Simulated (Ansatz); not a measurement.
# SrZrSeO2 (built on the sites of a database entry of SrZrO3): a soft mode frozen in, part 2 of 2

Aim: this structure of SrZrSeO2 (built on the sites of a database entry of SrZrO3) is to be tested for unstable modes, and one is followed downhill.

Ansatz 0.2.0; DFT PBEsol, scalar-relativistic, plane waves, PAW.

So far, highest frequency on the path or at a solved wavevector (cm⁻¹): step 2 (response at finite wavevector) 690. Also lowest frequency on the path (cm⁻¹): step 2 -308.

The structure was built from a prototype and need not be the compound's stable phase.

### Step 3. The mode frozen in, largest atomic shift 0 Å

The mode followed lies at q = (-0.5, 0, 0) with frequency 307.7i cm⁻¹, the softest among the wavevectors solved. At small amplitude the distorted cell has space group no. 131 by a symmetry search on the positions. The undistorted cell that holds it gives the zero of energy on the same k mesh.

System of this step: SrZrSeO2 (built on the sites of a database entry of SrZrO3). The structure is tetragonal, space group P4/mmm (No. 123). The conventional cell has a = 4.234 Å, b = 4.234 Å, c = 5.583 Å, α = 90.00°, β = 90.00°, γ = 90.00°. Nearest to Sr lie 4 O at 2.12 Å and 2 Se at 2.79 Å. Nearest to Zr lie 4 Se at 2.99 Å. Nearest to O lie 2 Sr at 2.12 Å. Nearest to Se lie 2 Sr at 2.79 Å and 4 Zr at 2.99 Å. Farther neighbours and most contacts between anions are not listed.

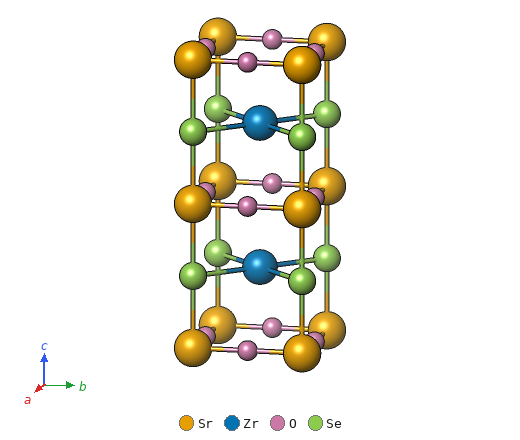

The cell of this step (strontium orange, zirconium blue, oxygen pink, selenium green). Some periodic images of atoms are drawn too.

File input.yaml:

```yaml
crystal:
  lattice:
    - [0.0, 4.2339339086, 0.0]
    - [0.0, 0.0, 4.2339339086]
    - [11.1650555606, 0.0, 0.0]
  atoms:
    - { symbol: Sr, position: [0.0, 0.0, 0.5] }
    - { symbol: Sr, position: [0.0, 0.0, 0.0] }
    - { symbol: Zr, position: [0.5, 0.5, 0.25] }
    - { symbol: Zr, position: [0.5, 0.5, 0.75] }
    - { symbol: O, position: [0.0, 0.5, 0.0] }
    - { symbol: O, position: [0.0, 0.5, 0.5] }
    - { symbol: Se, position: [0.0, 0.0, 0.25] }
    - { symbol: Se, position: [0.0, 0.0, 0.75] }
    - { symbol: O, position: [0.5, 0.0, 0.0] }
    - { symbol: O, position: [0.5, 0.0, 0.5] }
kpoints:
  mp_grid: { grid: [8, 8, 4] }
hamiltonian:
  xc: pbesol
scf:
  occupations: { method: methfessel_paxton, width: 0.2 }
output:
  forces: true
  stress: true
  eigenvalues: true
```

Started as:

```sh
> ansatz run input.yaml --threads 8 --pin off --max-ram 14336MiB --backend cpu --events-out ev --progress --plain --runs-dir out
```

Numbers of over 12 decimals in the logs are rounded to 6 here.

The log of the run:

```text
[...]
Crystal: 10 atoms, lattice volume = 200.147 Å³
Basis set: ecut = 420 eV, 3861 PW (Γ), exchange–correlation on 60×60×150 points (8 copies of the dense FFT grid, shifted against one another)
Bands: 60, of which v1, the nominal top of the filled ones, is band 50 counted from 1 (49 counted from 0)
Symmetry: 32 space group operations
[...]
k-points: 45 of 256
[...]
k-point 0: bands = [... 46 lower, 7.3657, 7.7824, 7.9985, 8.0107, 8.2377, 8.2983, 8.2983, 8.4891, ... 16 higher]
  k-point 1: bands = [... 46 lower, 7.1616, 7.7000, 8.0003, 8.0089, 8.3413, 8.3616, 8.3616, 8.4740, ... 16 higher]
  k-point 2: bands = [... 46 lower, 7.4743, 7.4743, 8.0046, 8.0046, 8.4292, 8.4292, 8.4827, 8.4827, ... 16 higher]
  k-point 44: bands = [... 46 lower, 6.0769, 6.0769, 7.9150, 7.9150, 8.3933, 8.3933, 8.3933, 8.3933, ... 16 higher]
[key lines of the parts left out:]
SCF converged after 9 iterations
Free energy (F): -28328.428446 eV
Fermi energy:    8.247576 eV
P = ⅓ Tr σ = -0.0071 GPa (-0.071 kbar)
```

Elapsed: 4.9 s, on 8 threads of Arm Neoverse V2, shared host; peak memory 1.1 GiB.

This step gave:

```
pressure                         : -0.007140 GPa
energy from the undistorted cell : 0 meV/atom
```

The run ends at a pressure of -0.01 GPa.

### Step 4. The mode frozen in, largest atomic shift 0.6 Å

The atoms are moved along the unstable eigenvector, the largest shift by 0.6 Å, with the cell fixed.

input.yaml, the sections that differ from step 3:

```yaml
crystal:
  lattice:
    - [0.0, 4.2339339086, 0.0]
    - [0.0, 0.0, 4.2339339086]
    - [11.1650555606, 0.0, 0.0]
  atoms:
    - { symbol: Sr, position: [0.0, 0.0, 0.5] }
    - { symbol: Sr, position: [0.0, 0.0, 0.0] }
    - { symbol: Zr, position: [0.5, 0.5, 0.25] }
    - { symbol: Zr, position: [0.5, 0.5, 0.75] }
    - { symbol: O, position: [0.0, 0.5, 0.0537390967] }
    - { symbol: O, position: [0.0, 0.5, 0.4462609033] }
    - { symbol: Se, position: [0.0, 0.0, 0.25] }
    - { symbol: Se, position: [0.0, 0.0, 0.75] }
    - { symbol: O, position: [0.5, 0.0, -0.0537390967] }
    - { symbol: O, position: [0.5, 0.0, 0.5537390967] }
# kpoints, hamiltonian, scf, output: as in step 3
```

The log of the run:

```text
[...]
Crystal: 10 atoms, lattice volume = 200.147 Å³
Basis set: ecut = 420 eV, 3861 PW (Γ), exchange–correlation on 60×60×150 points (8 copies of the dense FFT grid, shifted against one another)
Bands: 60, of which v1, the nominal top of the filled ones, is band 50 counted from 1 (49 counted from 0)
Symmetry: 16 space group operations
[...]
k-points: 45 of 256
[...]
k-point 0: bands = [... 46 lower, 7.2868, 7.2868, 7.6574, 7.7453, 7.9458, 7.9578, 8.1239, 8.1239, ... 6 higher]
  k-point 1: bands = [... 46 lower, 7.3011, 7.3011, 7.3233, 7.7295, 7.9476, 7.9560, 8.1129, 8.1129, ... 6 higher]
  k-point 2: bands = [... 46 lower, 7.3157, 7.3157, 7.5473, 7.5473, 7.9518, 7.9518, 8.1015, 8.1015, ... 6 higher]
  k-point 44: bands = [... 46 lower, 6.9227, 6.9227, 7.2075, 7.2075, 8.0985, 8.0985, 8.6956, 8.6956, ... 6 higher]
[key lines of the parts left out:]
SCF converged after 9 iterations
Free energy (F): -28331.775515 eV
Fermi energy:    7.925199 eV
P = ⅓ Tr σ = -2.8622 GPa (-28.622 kbar)
```

Wall time 4 s (8 threads); peak memory 1.1 GiB; 29 s of CPU time.

Numbers from this step:

```yaml
pressure: -2.862 GPa
energy_from_the_undistorted_cell: -334.5 meV/atom
```

The energy, extrapolated to zero smearing, is -334.51 meV/atom against the undistorted cell.

The run ends at a pressure of -2.86 GPa, with forces up to 2.4 eV/Å.

### Step 5. Energy along the mode, all amplitudes (two of the runs are shown above)

An imaginary frequency means negative curvature, so the energy should fall and then rise again as anharmonic terms take over.

Numbers from this step:

| Property | Result |
| --- | --- |
| depth at the lowest point sampled | 334.5 meV/atom |
| largest atomic shift at that point | 0.6 Å |

The energy from the parent by largest atomic shift:

```
largest atomic shift (Å)  energy from the parent (meV/atom)
                   0.000                                  0
                   0.040                              -1.74
                   0.080                              -6.92
                   0.140                              -20.9
                   0.220                              -50.4
                   0.320                               -104
                   0.450                               -199
                   0.600                               -335
```

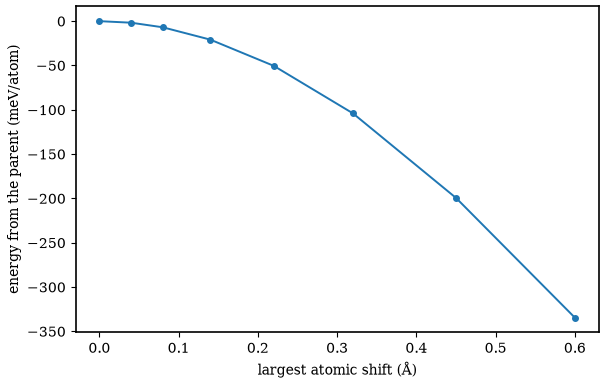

Energy from the parent, plotted against largest atomic shift.

Displacement at unit largest shift by atom:

```
atom  x (Å)  y (Å)  z (Å)  size
 Sr1   0.00   0.00   0.00  0.00
 Sr2   0.00   0.00   0.00  0.00
 Zr3   0.00   0.00   0.00  0.00
 Zr4   0.00   0.00   0.00  0.00
  O5   1.00   0.00   0.00  1.00
  O6  -1.00   0.00   0.00  1.00
 Se7   0.00   0.00   0.00  0.00
 Se8   0.00   0.00   0.00  0.00
  O9  -1.00   0.00   0.00  1.00
 O10   1.00   0.00   0.00  1.00
```

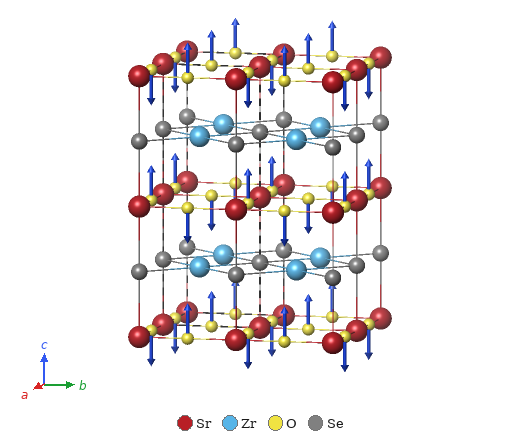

Displacement at unit largest shift as arrows, the longest 1 Å. 2×2×1 cells are drawn. Some periodic images of atoms are drawn too.

The lowest of the steps tried is the last one, at 0.6 Å, 335 meV/atom below the parent; the bottom of the well need not coincide with a step.

### Step 6. Relaxation from the frozen mode

Starting from the lowest point found, all atoms and the cell are let go, so that strain and other modes of the same symmetry can join in.

Changes to input.yaml since step 4:

```diff
@@ -26 +26,6 @@
   eigenvalues: true
+relax:
+  adjacent_minimum: "off"
+  f_tol: 0.002
+  max_steps: 120
+  cell: { stress_tol: 0.03 }
```

The log of the run:

```text
[...]
Crystal: 10 atoms, lattice volume = 200.147 Å³
Basis set: ecut = 420 eV, 3861 PW (Γ), exchange–correlation on 60×60×150 points (8 copies of the dense FFT grid, shifted against one another)
Bands: 60, of which v1, the nominal top of the filled ones, is band 50 counted from 1 (49 counted from 0)
Symmetry: 16 space group operations
[...]
k-points: 45 of 256
[...]
SCF iter   1: F=—  HF=-28331.875358 eV  |F-HF|=—  |Δ(HF+E_count)|=         —  Δρ=2.14e-2  dr2=1.42e0  ethr=1.77e-3  ⟨swp⟩=6.1  Hψ=10603  notcnv=0
[...]
SCF iter   9: F=-28331.775515 eV  HF=-28331.775515 eV  |F-HF|=3.59e-9  |Δ(HF+E_count)|=   9.03e-9  S|Δr|=    0.00e0  Δρ=1.73e-6  dr2=6.76e-9  ethr=1.00e-10  ⟨swp⟩=6.5  Hψ=9964  notcnv=0
SCF 1 converged in 9 iterations: F = -28331.775515 eV  dr2 = 6.76e-9
[...]
relax step   1: F+E_penalty+E_count = -28331.77551509 eV  Δ(F+E_penalty+E_count) = +0.000e0 eV  max|allowed force component| = 2.387e0 eV/Å  Δτ_max = 0.0000 Å  P = -2.862 GPa  Ω = 200.147 Å³  (9 SCF iters, dr2 threshold 1.00e-7 eV, accepted)
Crystal: 10 atoms, lattice volume = 194.173 Å³
Basis set: ecut = 420 eV, 3773 PW (Γ), exchange–correlation on 60×60×150 points (8 copies of the dense FFT grid, shifted against one another)
[...]
SCF iter   7: F=-28334.029300 eV  HF=-28334.029300 eV  |F-HF|=2.27e-7  |Δ(HF+E_count)|=   3.90e-6  S|Δr|=    0.00e0  Δρ=1.91e-5  dr2=6.13e-7  ethr=1.00e-9  ⟨swp⟩=4.7  Hψ=13675  notcnv=0
SCF 2 converged in 7 iterations: F = -28334.029300 eV  dr2 = 6.13e-7
[...]
relax step   2: F+E_penalty+E_count = -28334.02929976 eV  Δ(F+E_penalty+E_count) = -2.254e0 eV  max|allowed force component| = 2.379e0 eV/Å  Δτ_max = 0.1958 Å  P = -2.725 GPa  Ω = 194.173 Å³  energy of the carried Pulay correction = +9.641e-3 eV  (7 SCF iters, dr2 threshold 1.00e-6 eV, accepted)
Crystal: 10 atoms, lattice volume = 187.606 Å³
Basis set: ecut = 420 eV, 3679 PW (Γ), exchange–correlation on 60×60×150 points (8 copies of the dense FFT grid, shifted against one another)
[...]
SCF iter   8: F=-28336.279880 eV  HF=-28336.279880 eV  |F-HF|=1.29e-7  |Δ(HF+E_count)|=   6.70e-8  S|Δr|=    0.00e0  Δρ=8.60e-6  dr2=1.61e-7  ethr=1.00e-9  ⟨swp⟩=6.3  Hψ=11310  notcnv=0
SCF 3 converged in 8 iterations: F = -28336.279880 eV  dr2 = 1.61e-7
relax step   3: F+E_penalty+E_count = -28336.27987981 eV  Δ(F+E_penalty+E_count) = -2.251e0 eV  max|allowed force component| = 1.793e0 eV/Å  Δτ_max = 0.1967 Å  P = -1.998 GPa  Ω = 187.606 Å³  energy of the carried Pulay correction = +2.058e-2 eV  (8 SCF iters, dr2 threshold 1.00e-6 eV, accepted)
[... from here on, the SCF cycles and remarks between the steps are left out ...]
relax step   4: F+E_penalty+E_count = -28338.28591458 eV  Δ(F+E_penalty+E_count) = -2.006e0 eV  max|allowed force component| = 6.240e-1 eV/Å  Δτ_max = 0.1949 Å  P = -0.573 GPa  Ω = 181.872 Å³  energy of the carried Pulay correction = +3.045e-2 eV  (7 SCF iters, dr2 threshold 1.00e-6 eV, accepted)
relax step   5: F+E_penalty+E_count = -28338.92432465 eV  Δ(F+E_penalty+E_count) = -6.384e-1 eV  max|allowed force component| = 1.567e-1 eV/Å  Δτ_max = 0.0766 Å  P = +1.511 GPa  Ω = 178.293 Å³  energy of the carried Pulay correction = +3.676e-2 eV  (7 SCF iters, dr2 threshold 1.00e-6 eV, accepted)
relax step   6: F+E_penalty+E_count = -28339.04339343 eV  Δ(F+E_penalty+E_count) = -1.191e-1 eV  max|allowed force component| = 7.112e-3 eV/Å  Δτ_max = 0.0140 Å  P = -1.219 GPa  Ω = 183.260 Å³  energy of the carried Pulay correction = +2.803e-2 eV  (6 SCF iters, dr2 threshold 1.00e-6 eV, accepted)
relax step   7: F+E_penalty+E_count = -28339.05401353 eV  Δ(F+E_penalty+E_count) = -1.062e-2 eV  max|allowed force component| = 2.830e-2 eV/Å  Δτ_max = 0.0027 Å  P = +0.630 GPa  Ω = 180.109 Å³  energy of the carried Pulay correction = +3.354e-2 eV  (5 SCF iters, dr2 threshold 1.00e-6 eV, accepted)
relax step   8: F+E_penalty+E_count = -28339.05538897 eV  Δ(F+E_penalty+E_count) = -1.375e-3 eV  max|allowed force component| = 1.254e-3 eV/Å  Δτ_max = 0.0022 Å  P = +0.018 GPa  Ω = 181.104 Å³  energy of the carried Pulay correction = +3.179e-2 eV  (4 SCF iters, dr2 threshold 1.00e-6 eV, accepted)
relax step   9: F+E_penalty+E_count = -28339.16082549 eV  Δ(F+E_penalty+E_count) = -1.054e-1 eV  max|allowed force component| = 3.022e-3 eV/Å  Δτ_max = 0.0000 Å  P = +0.608 GPa  Ω = 181.104 Å³  stress off target by 1.94e0 GPa  SCF on the basis re-selected at this cell (its energy is not comparable with the rows above)  (8 SCF iters)
relax step  10: F+E_penalty+E_count = -28339.17572750 eV  Δ(F+E_penalty+E_count) = -1.490e-2 eV  max|allowed force component| = 2.147e-3 eV/Å  Δτ_max = 0.0003 Å  P = +0.106 GPa  Ω = 182.352 Å³  energy of the carried Pulay correction = -2.265e-3 eV  (5 SCF iters, dr2 threshold 1.00e-6 eV, accepted)
relax step  11: F+E_penalty+E_count = -28339.17553769 eV  Δ(F+E_penalty+E_count) = +1.898e-4 eV  max|allowed force component| = 3.662e-4 eV/Å  Δτ_max = 0.0002 Å  P = +0.003 GPa  Ω = 182.578 Å³  energy of the carried Pulay correction = -2.674e-3 eV  (4 SCF iters, dr2 threshold 1.40e-7 eV, accepted)
relax step  12: F+E_penalty+E_count = -28339.17906882 eV  Δ(F+E_penalty+E_count) = -3.531e-3 eV  max|allowed force component| = 5.506e-4 eV/Å  Δτ_max = 0.0000 Å  P = +0.033 GPa  Ω = 182.578 Å³  stress off target by 8.69e-2 GPa  SCF on the basis re-selected at this cell (its energy is not comparable with the rows above)  (7 SCF iters)
relax step  13: F+E_penalty+E_count = -28339.17896367 eV  Δ(F+E_penalty+E_count) = +1.052e-4 eV  max|allowed force component| = 1.613e-4 eV/Å  Δτ_max = 0.0001 Å  P = +0.002 GPa  Ω = 182.655 Å³  energy of the carried Pulay correction = -1.372e-4 eV  (4 SCF iters, dr2 threshold 1.89e-8 eV, accepted)
[...]
SCF iter   5: F=-28339.179078 eV  HF=-28339.179078 eV  |F-HF|=2.55e-11  |Δ(HF+E_count)|=  8.37e-11  S|Δr|=    0.00e0  Δρ=1.26e-7  dr2=2.17e-11  ethr=1.00e-12  ⟨swp⟩=5.4  Hψ=11979  notcnv=0
SCF 14 converged in 5 iterations: F = -28339.179078 eV  dr2 = 2.17e-11
relax step  14: F+E_penalty+E_count = -28339.17907764 eV  Δ(F+E_penalty+E_count) = -1.140e-4 eV  max|allowed force component| = 1.605e-4 eV/Å  Δτ_max = 0.0000 Å  P = +0.002 GPa  Ω = 182.655 Å³  stress off target by 4.52e-3 GPa  SCF on the basis re-selected at this cell (its energy is not comparable with the rows above)  (5 SCF iters)
[...]
SCF converged after 5 iterations
[...]
Free energy (F): -28339.179078 eV
[...]
Internal energy: -28339.184540 eV  (E = F + TS)
E sigma→0 (E₀):  -28339.180443 eV
Entropy (-TS):   0.005463 eV (0.546 meV/atom)
Fermi energy:    9.866390 eV
[...]
--- Forces (eV/Å), atoms counted from 1 ---
  atom   1  Sr    -0.00000000    -0.00000000    -0.00000000
  atom   2  Sr     0.00000000     0.00000000     0.00000000
  atom   3  Zr     0.00000000    -0.00000000     0.00000000
  atom   4  Zr     0.00000000     0.00000000     0.00000000
  atom   5  O      0.00016051     0.00000000     0.00000000
  atom   6  O     -0.00016051    -0.00000000    -0.00000000
  atom   7  Se     0.00000000    -0.00000000     0.00000000
  atom   8  Se     0.00000000    -0.00000000    -0.00000000
  atom   9  O     -0.00016051     0.00000000     0.00000000
  atom  10  O      0.00016051    -0.00000000    -0.00000000
  max |Σ_I F_I| component: 1.39e-17 eV/Å
--- Stress (GPa, compression-positive) ---
        0.004523      -0.000000      -0.000000
       -0.000000       0.000831       0.000000
       -0.000000       0.000000       0.000831
  P = ⅓ Tr σ = 0.0021 GPa (0.021 kbar)
--- Band table (eV; the first three rows and the last of 45) ---
  k-point 0: bands = [... 46 lower, 8.5704, 8.9718, 9.2168, 9.3224, 9.6290, 9.6290, 10.3090, 10.3105, ... 6 higher]
  k-point 1: bands = [... 46 lower, 8.5783, 9.0213, 9.0549, 9.2698, 9.6236, 9.6236, 10.3092, 10.3103, ... 6 higher]
  k-point 2: bands = [... 46 lower, 8.7346, 8.7346, 9.1435, 9.1435, 9.6181, 9.6181, 10.3097, 10.3097, ... 6 higher]
  k-point 44: bands = [... 46 lower, 9.1653, 9.1653, 10.0037, 10.0037, 10.6592, 10.6592, 11.7362, 11.7362, ... 6 higher]
--- Relaxed structure (11 steps of the walk, 11 accepted, 3 SCFs on fresh bases) ---
  F+E_penalty+E_count = -28339.17907764 eV   max|allowed force component| = 1.605e-4 eV/Å   (the final SCF, on the basis selected at the relaxed cell)
  cell:  # Å, volume = 182.6545 Å³
    - [0, 3.724036, 0]
    - [0.0, 0, 3.724036]
    - [13.170516, 0, 0.0]
  atoms:
    - { symbol: Sr, position: [0, 0, 0.5] }
    - { symbol: Sr, position: [0, 0, -4.81406674684568e-19] }
    - { symbol: Zr, position: [0.500000, 0.500000, 0.25] }
    - { symbol: Zr, position: [0.500000, 0.500000, 0.75] }
    - { symbol: O, position: [0, 0.500000, 0.111941] }
    - { symbol: O, position: [0, 0.500000, 0.388059] }
    - { symbol: Se, position: [0, 0, 0.25] }
    - { symbol: Se, position: [0, 0, 0.75] }
    - { symbol: O, position: [0.500000, 0, -0.111941] }
    - { symbol: O, position: [0.500000, 0, 0.611941] }
```

Wall time 58 s (8 threads); peak memory 1.1 GiB; 7.3 min of CPU time.

Relaxation path:

```
step  energy less that of the first step (eV)  largest force component (eV/Å)  pressure (GPa)  volume (Å³)
   1                                   0.0000                          2.3871           -2.86       200.15
   2                                  -2.2538                          2.3794           -2.73       194.17
   3                                  -4.5044                          1.7931           -2.00       187.61
   4                                  -6.5104                          0.6240           -0.57       181.87
   5                                  -7.1488                          0.1567            1.51       178.29
   6                                  -7.2679                          0.0071           -1.22       183.26
   7                                  -7.2785                          0.0283            0.63       180.11
   8                                  -7.2799                          0.0013            0.02       181.10
  9*                                  -7.3853                          0.0030            0.61       181.10
  10                                  -7.4002                          0.0021            0.11       182.35
  11                                  -7.4000                          0.0004            0.00       182.58
 12*                                  -7.4036                          0.0006            0.03       182.58
  13                                  -7.4034                          0.0002            0.00       182.65
 14*                                  -7.4036                          0.0002            0.00       182.65
```

Relaxation steps marked * repeat the geometry before them on a plane-wave basis chosen anew for their cell, so energy and pressure can jump there.

The run keeps the 16 symmetry operations that it works with, so distortions that break them were not tested.

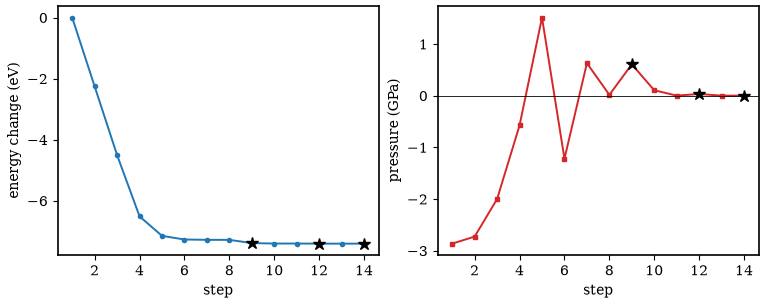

Energy and pressure along the relaxation. Stars mark steps on a basis chosen anew.

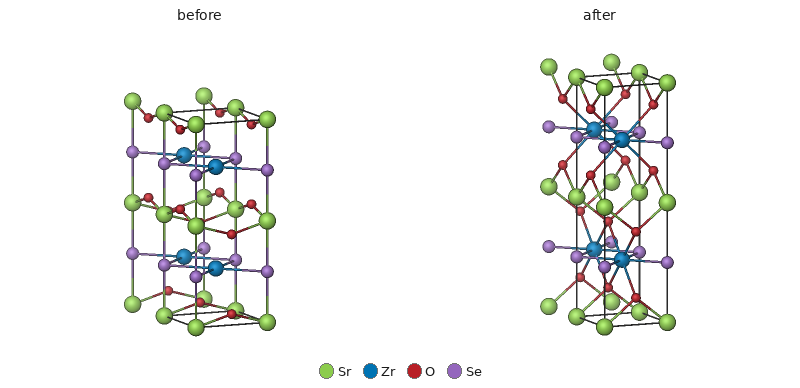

The structure before and after the relaxation, drawn at the same scale.

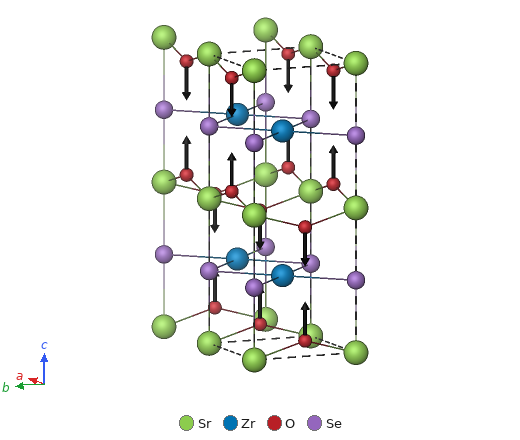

Displacements in the relaxation, exaggerated, measured against the changing cell; the longest in the cell stands for 0.77 Å. 2×1×1 cells are drawn. Some periodic images of atoms are drawn too.

```
     cell as run  before   after   change
           a (Å)   4.234   3.724  -12.0 %
           b (Å)   4.234   3.724  -12.0 %
           c (Å)  11.165  13.171  +18.0 %
volume (Å³/atom)   20.01   18.27   -8.7 %
```

The atoms that moved most (Å, as changes of fractional coordinates times the final cell):

```
atom      dx     dy     dz  length
  O9  -0.767  0.000  0.000   0.767
  O6  -0.767  0.000  0.000   0.767
  O5   0.767  0.000  0.000   0.767
 O10   0.767  0.000  0.000   0.767
```

Final coordinates:

```xyz
10
Lattice="0.0000 3.7240 0.0000 0.0000 0.0000 3.7240 13.1705 0.0000 0.0000" Properties=species:S:1:pos:R:3 pbc="T T T"
Sr    6.5853    0.0000    0.0000
Sr    0.0000    0.0000    0.0000
Zr    3.2926    1.8620    1.8620
Zr    9.8779    1.8620    1.8620
O     1.4743    0.0000    1.8620
O     5.1109    0.0000    1.8620
Se    3.2926    0.0000    0.0000
Se    9.8779    0.0000    0.0000
O    -1.4743    1.8620    0.0000
O     8.0596    1.8620    0.0000
```

Numbers from this step:

- pressure: 0.002062 GPa
- volume per atom: 18.27 Å³

The distorted start has space group P4_2/mmc; the relaxation ends in P4_2/mmc.

### Step 7. Results

| Property | Result |
| --- | --- |
| unstable mode of the parent | q = (-0.5, 0, 0), 308i cm⁻¹ |
| depth at the lowest point sampled | 335 meV/atom |
| largest atomic shift at that point | 0.6 Å |
| space group reached (within 0.01 Å) | P4_2/mmc |
| energy gained over the parent (first relaxation, on the mesh of the frozen mode) | 1075 meV/atom |
| volume per atom, phase reached | 18.3 Å³ |

What this shows: Along this mode the structure falls into P4_2/mmc, 1075 meV/atom below the parent. At the parent's cell the well is 334.5 meV/atom deep on the steps tried, with its lowest point at a shift of 0.6 Å. That is the last step tried, so the steps alone don't bracket the bottom of the well. Relaxing atoms and cell changes the gain by +740.92 meV/atom against the lowest step (energies at zero smearing). Most of the total comes from this relaxation. The modes of the phase reached were not computed on this path. Of the 2 patterns followed to their end from this parent, this one ends 133 meV/atom above the lowest, P-4m2. Each path keeps the symmetry of its pattern, so a lower phase may lie along a pattern not tried. With no gap, or one that is small against the smearing, the frequencies hang on the k mesh and the smearing, most of all near Kohn anomalies. The starting cell was built on a prototype and not taken from a measurement, so the phase need not exist.

[Logs are printed without paths, hosts, clocks, repeated set-up lines and the standing remarks that a program may print on its own settings, such as how far it seeks lower states.]

[Hosts, paths, dates, database ids (printed as entryN), source tags and the programs' standing remarks are cut or masked in the printed files.]
